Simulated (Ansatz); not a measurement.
CH12Si4: several calculations on one system

### Relaxation

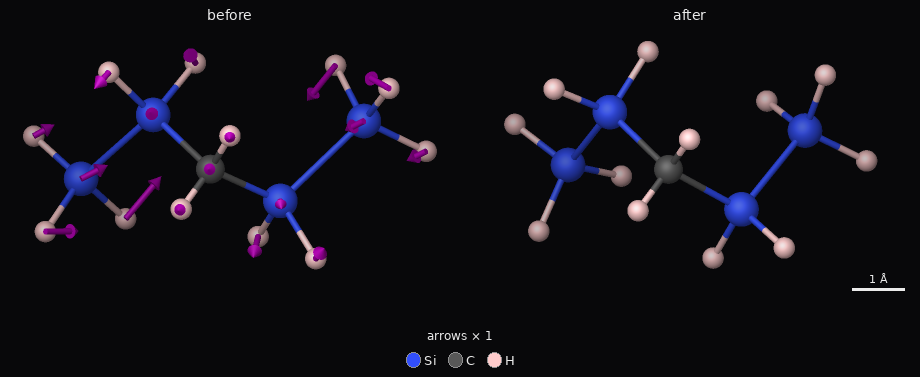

The structure of CH12Si4 before (left) and after (right) a relaxation, at one scale. The purple arrows give the displacements, at their true length.

The picture is a ball-and-stick view, seen at a tilt.

The run prepares an end point of a later path (torsion) calculation, from a guessed geometry.

Method: RKS B3LYP-D4/STO-3G in Ansatz 0.2.0. Set-up: no spin polarisation; force threshold 0.015 eV/Å; at most 40 steps.

> Describe what moved and what it gained.

Over 19 accepted moves (22 points after the start) the energy falls by 93.0 kJ/mol. Largest force component: 6.1 eV/Å at the start, 0.01 eV/Å at the end. The line search rejected the trial steps at points 5, 17, 19 of the run. The forces were under the threshold at step 6, but the run went on from there. The largest move after the best rigid fit is that of an H atom, 1.10 Å. Largest moves by element: H 1.10 Å, Si 0.62 Å, C 0.25 Å. Some distances before and after: C–Si 1.755 → 1.884 Å, H–Si 1.565 → 1.447 Å, H–Si 1.523 → 1.444 Å, Si–Si 2.306 → 2.256 Å. Bond angles that change, for instance: H–Si–H 101.3° → 106.9°, H–Si–H 112.3° → 107.7°, C–Si–H 112.9° → 108.3°. Groups turn about C–Si by about 20°.

Limits of the set-up: STO-3G is a minimal basis, so the numbers are rough.

### Relaxation

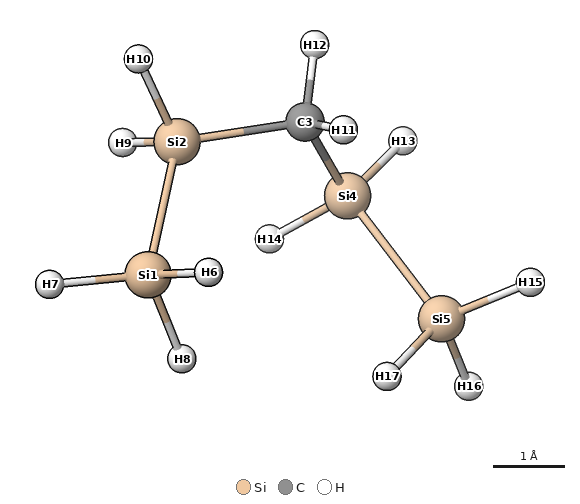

Starting structure of CH12Si4. A ball-and-stick model, seen at a tilt.

The run prepares an end point of a later path (torsion) calculation, from a guessed geometry.

All numbers below come from RKS B3LYP-D4/STO-3G in Ansatz 0.2.0.

Input
```yaml
crystal:
  periodic: [false, false, false]
  atoms:
    - { symbol: Si, position_ang: [0.2154, -2.6882, -1.2234] }
    - { symbol: Si, position_ang: [1.148, -1.0169, 0.0773] }
    - { symbol: C, position_ang: [0.9058, 0.6824, -0.6438] }
    - { symbol: Si, position_ang: [-0.713, 1.2882, -0.3402] }
    - { symbol: Si, position_ang: [-2.10867, 1.31092, -2.17581] }
    - { symbol: H, position_ang: [0.6721, -2.5266, -2.6318] }
    - { symbol: H, position_ang: [0.5061, -3.9957, -0.7026] }
    - { symbol: H, position_ang: [-1.2709, -2.4534, -1.2591] }
    - { symbol: H, position_ang: [0.6482, -1.0563, 1.5174] }
    - { symbol: H, position_ang: [2.6122, -1.2946, 0.178] }
    - { symbol: H, position_ang: [1.1462, 0.6695, -1.6823] }
    - { symbol: H, position_ang: [1.6761, 1.3803, -0.1595] }
    - { symbol: H, position_ang: [-0.71788, 2.72296, 0.28527] }
    - { symbol: H, position_ang: [-1.41738, 0.50513, 0.72026] }
    - { symbol: H, position_ang: [-1.58615, 2.2447, -3.23569] }
    - { symbol: H, position_ang: [-3.52485, 1.70344, -1.853] }
    - { symbol: H, position_ang: [-2.17694, -0.09483, -2.7568] }
basis:
  gaussian: { orbitals: STO-3G }
hamiltonian:
  xc: b3lyp
  dispersion: d4
relax:
  f_tol: 0.015
  max_steps: 40
```

Run as
```bash
ansatz run input.yaml --threads 1 --pin off --max-ram 2048MiB --backend cpu --events-out ev --progress --plain --runs-dir out
```

What does the optimiser find from here?

Answer. The energy falls by 95.6 kJ/mol in 18 geometry steps. The largest force component goes from 5.1 to 0.009 eV/Å. The forces were under the threshold at step 7, but the run went on from there. H15 moves most after the best rigid fit: 0.62 Å. Largest moves by element: H 0.62 Å, Si 0.27 Å, C 0.23 Å. Among the contacts that change: C3–Si4 1.755 → 1.886 Å, Si4–H13 1.565 → 1.447 Å, Si5–H17 1.523 → 1.444 Å, Si2–H9 1.525 → 1.446 Å. Bond angles that change, for instance: H13–Si4–H14 101.3° → 106.7°, H6–Si1–H7 112.3° → 107.7°, Si2–C3–Si4 111.6° → 116.1°.

History of the run:

```
step  E − E(0), kJ/mol  largest force component, eV/Å
   0              0.00                         5.0541
   1            -80.44                         1.8814
   2            -92.15                         0.5368
   3            -94.23                         0.0934
   4            -94.82                         0.0666
   5            -95.08                         0.1883
   6            -95.25                         0.1056
   7            -95.42                         0.0080
   8            -95.47                         0.0515
   9            -95.49                         0.0244
  10            -95.50                         0.0026
  11            -95.52                         0.0231
  12            -95.53                         0.0321
  13            -95.54                         0.0396
  14            -95.55                         0.0537
  15            -95.56                         0.0530
  16            -95.58                         0.0365
  17            -95.59                         0.0141
  18            -95.60                         0.0090
```

Final geometry:

```xyz
17

Si    0.0495   -2.4861   -1.2803
Si    1.2242   -1.0552    0.0095
C     0.9469    0.7563   -0.4263
Si   -0.8286    1.3797   -0.2939
Si   -2.0042    1.0583   -2.1928
H     0.2100   -2.1850   -2.6840
H     0.4917   -3.8451   -1.0690
H    -1.3618   -2.4338   -0.9781
H     0.8673   -1.2505    1.3975
H     2.6372   -1.3468   -0.1053
H     1.3253    0.9469   -1.4391
H     1.5736    1.3587    0.2448
H    -0.8059    2.7927    0.0170
H    -1.4823    0.7208    0.8160
H    -1.3436    1.6792   -3.3178
H    -3.3245    1.6349   -2.0847
H    -2.1604   -0.3440   -2.4992
```

After the run, drawn alike:

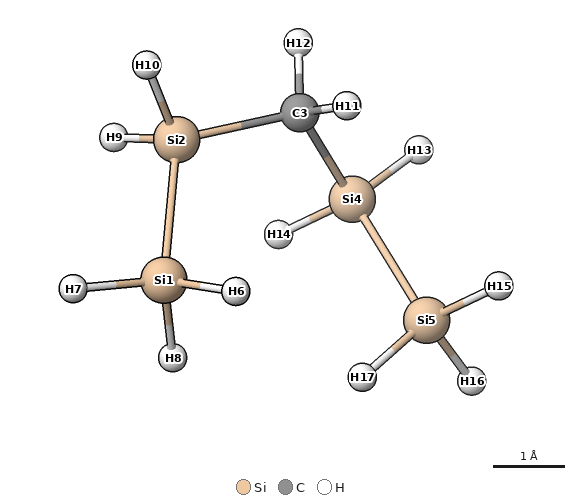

Limits of the set-up: STO-3G is a minimal basis, so the numbers are rough.

### Path

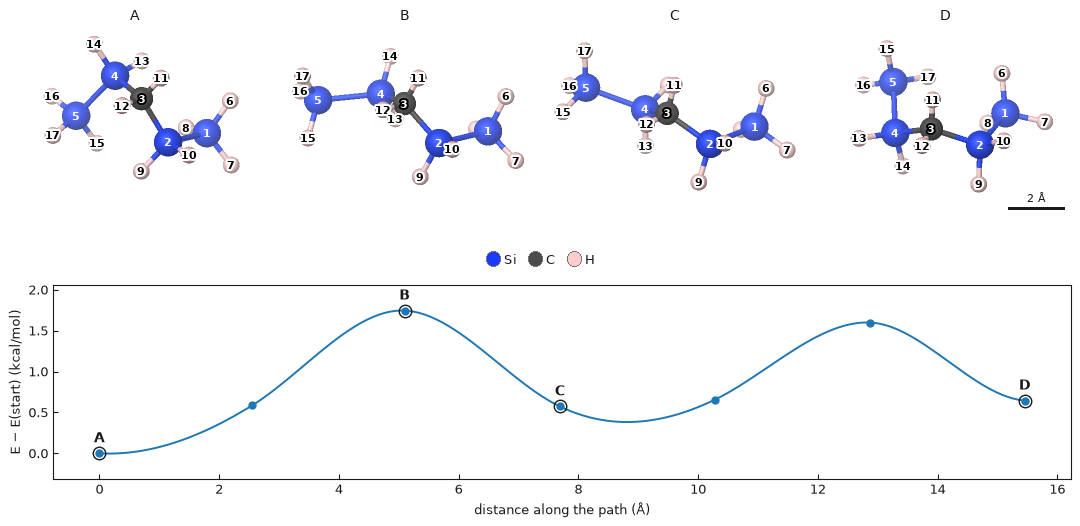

NEB run on CH12Si4. Images are numbered from 0 (start) to 6 (end). Frames A to D are images 0, 2, 3, 6. A ball-and-stick model, seen from a free direction.

All numbers below come from Ansatz, RKS B3LYP-D4/STO-3G. Run with 5 movable images; climbing image; force threshold 0.03 eV/Å; iteration limit 50; starting path through a guess of the saddle point.

Q: Describe the mechanism and the energy profile.

A: Relative to the start the highest point is image 2 at +1.75 kcal/mol and the end lies at +0.64 kcal/mol, but the profile dips to +0.57 kcal/mol at image 3 on the way, so the process runs in steps. The path has more than one stage, and so few images may leave a stage unresolved. No bond forms or breaks between the ends. The band converged in 21 iterations. The largest component of the band force went from 190 to 0.029 eV/Å. The climbing image converged on the top of the path. Its vibrational analysis gives one imaginary mode (43i cm⁻¹), as a transition state must have.

Limits of the set-up: STO-3G is a minimal basis, so the numbers are rough.

The run took 6.7 min on 1 thread of Arm Neoverse V2 (shared host), peak memory 0.15 GiB.
